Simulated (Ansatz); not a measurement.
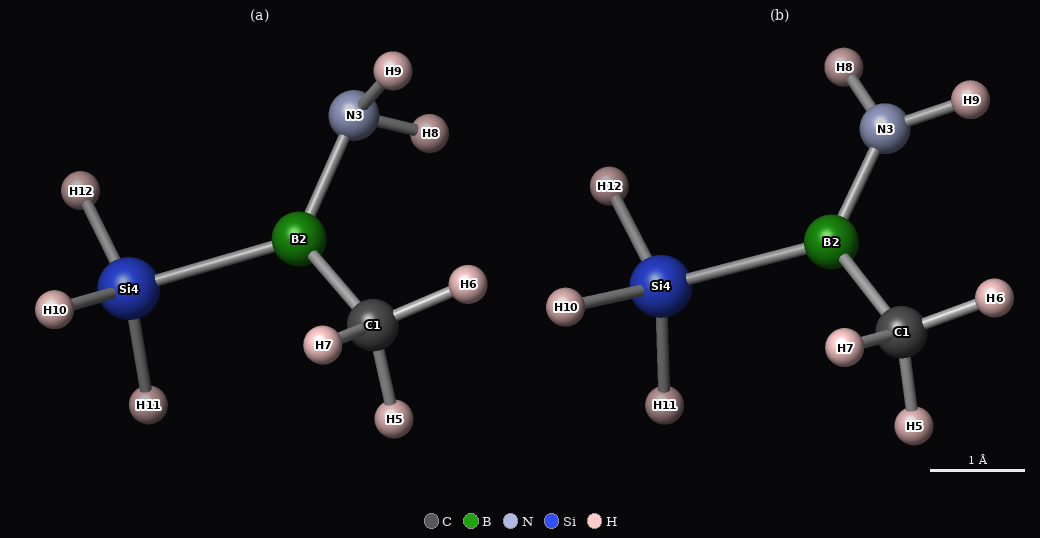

The structure of CH$_{8}$BNSi before (left) and after (right) a relaxation, at one scale.

A ball-and-stick model, seen at a tilt.

The run prepares an end point of a later path (inversion) calculation, from a guessed geometry.

Computed with RKS PBE-D4/def2-SVP in Ansatz.

Input file:
```yaml
crystal:
  periodic: [false, false, false]
  atoms:
    - { symbol: C, position_ang: [-1.05, 1.1964, -0.2349] }
    - { symbol: B, position_ang: [-0.1893, 0.0533, 0.2832] }
    - { symbol: "N", position_ang: [-0.3529, -0.422, 1.7082] }
    - { symbol: Si, position_ang: [1.1766, -0.7669, -0.9137] }
    - { symbol: H, position_ang: [-1.7098, 0.8762, -1.1169] }
    - { symbol: H, position_ang: [-1.7697, 1.6104, 0.562] }
    - { symbol: H, position_ang: [-0.4297, 2.0841, -0.578] }
    - { symbol: H, position_ang: [-1.28205, -0.82398, 1.79376] }
    - { symbol: H, position_ang: [-0.38356, 0.47033, 2.35672] }
    - { symbol: H, position_ang: [2.0623, 0.2371, -1.3533] }
    - { symbol: H, position_ang: [0.385, -1.3535, -2.0419] }
    - { symbol: H, position_ang: [1.8396, -1.8321, -0.1736] }
basis:
  gaussian: { orbitals: def2-SVP }
hamiltonian:
  xc: pbe
  dispersion: d4
relax:
  f_tol: 0.015
  max_steps: 40
```

Run as
```bash
ansatz run input.yaml --threads 2 --pin off --max-ram 3072MiB --backend cpu --events-out ev --progress --plain --runs-dir out
```

Question: Summarise the run.

Answer: The energy falls by 1.801 eV in 14 geometry steps. The largest force component goes from 2 to 0.013 eV/Å. The largest move after the best rigid fit is that of H8, 1.34 Å. Largest moves by element: H 1.34 Å, N 0.21 Å, C 0.21 Å, B 0.16 Å, Si 0.16 Å. Some distances before and after: B2–N3 1.511 → 1.402 Å, Si4–H10 1.409 → 1.512 Å, N3–H9 1.104 → 1.024 Å, C1–B2 1.522 → 1.583 Å. Among the angles between lasting bonds that change: B2–N3–H8 107.6° → 124.0°, B2–N3–H9 107.6° → 122.8°, H8–N3–H9 104.2° → 113.2°. Cost: 19 s on 2 threads of Intel(R) Xeon(R) Platinum 8488C (Sapphire Rapids) (shared host), peak memory 0.17 GiB.
